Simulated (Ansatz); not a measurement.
AlBClH2O (SMILES O=[B][AlH2-][Cl]) (charge −1)

```yaml
atoms:
  - { symbol: Al, position_ang: [-0.4343, 0.7562, 0.0459] }
  - { symbol: B, position_ang: [0.6399, -0.5394, -1.3166] }
  - { symbol: Cl, position_ang: [-2.1184, 1.6351, -1.1383] }
  - { symbol: O, position_ang: [1.2661, -1.2760, -2.0571] }
  - { symbol: H, position_ang: [0.5401, 1.9508, 0.5329] }
  - { symbol: H, position_ang: [-1.0498, -0.1251, 1.2535] }
```

Geometry: PBE0-D3(BJ)/def2-SVPD.

Level of theory: isolated molecule in a Gaussian basis; Kohn-Sham density functional theory, functional PBE0 in Ansatz 0.2.0.

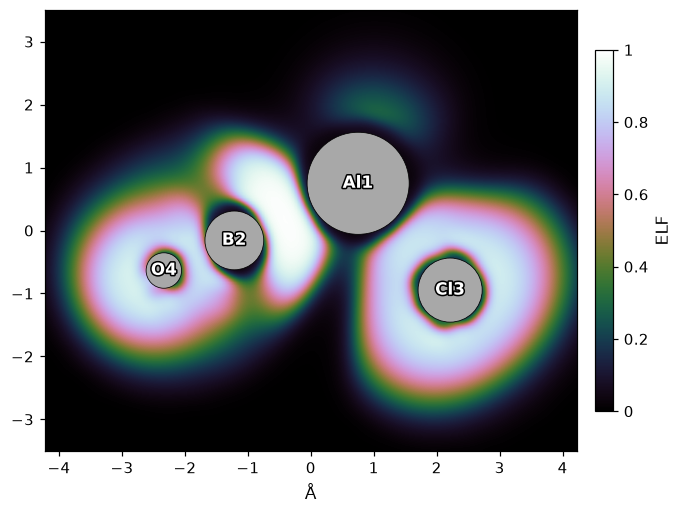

Figure 1. ELF on the plane of atoms B2, Al1 and Cl3. Grey discs cover the atomic cores.

Interpret the plot.

Answer.
- The plane passes through Al, B, Cl and O nuclei.
- B–O (1.22 Å): the ELF peaks at about 0.85 between the atoms: a short, strongly polar bond.
- Al–B (2.17 Å): the ELF peaks at about 1 between the atoms (localised, covalent bonding).
- Al–Cl (2.24 Å): the ELF peaks at about 0.85 in the valence shell of Cl, 0.9 Å from its nucleus, and is about 0.80 at the midpoint.
- The ELF also peaks beside Cl3 and O4, away from the bonds: lone-pair regions.

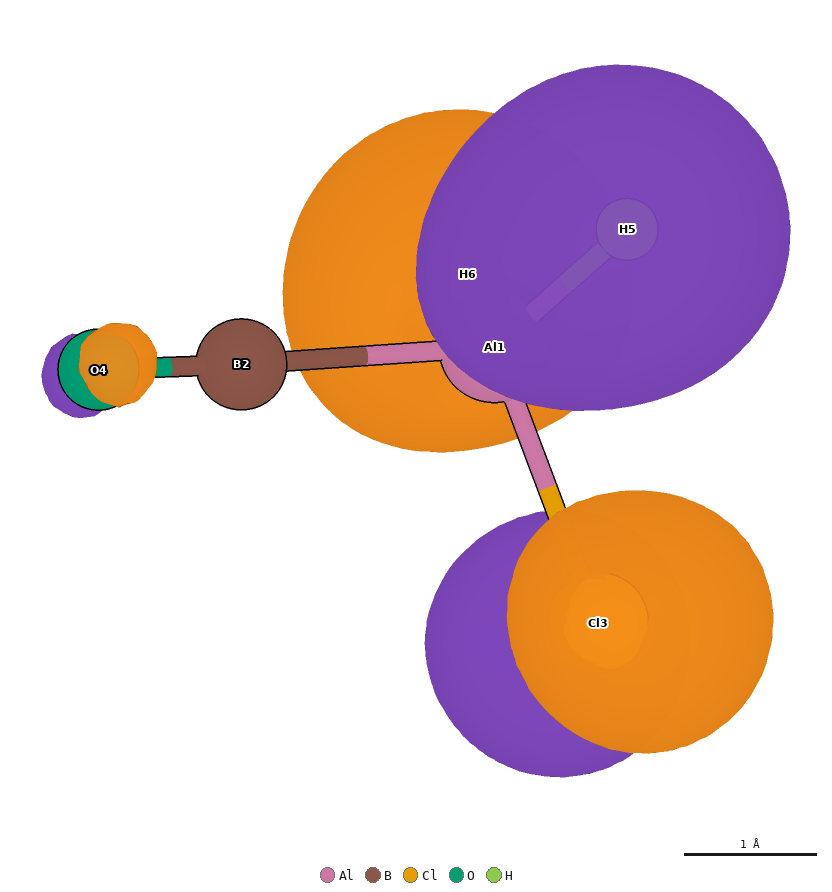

Figure 2. The HOMO at ±0.08 Å⁻³ᐟ² (orange and purple are the two phases), seen at a tilt.

What is the character of this orbital?

Answer. By Hirshfeld shares it lies mainly on Al1 (about 25 %), H5 (about 25 %), H6 (about 25 %) and Cl3 (about 25 %). Its energy is −3.41 eV.

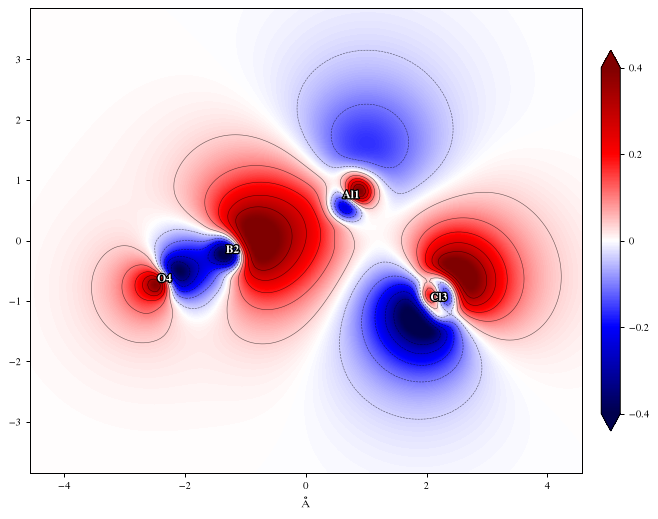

Figure 3. The HOMO−1 on the plane of atoms B2, Al1 and Cl3 (values in Å⁻³ᐟ²; the overall sign is arbitrary).

What is the character of this orbital?

Answer. By Hirshfeld shares it lies mainly on Cl3 (about 30 %), B2 (about 25 %), Al1 (about 20 %), H5 (about 10 %) and H6 (about 10 %). Its energy is −3.59 eV.
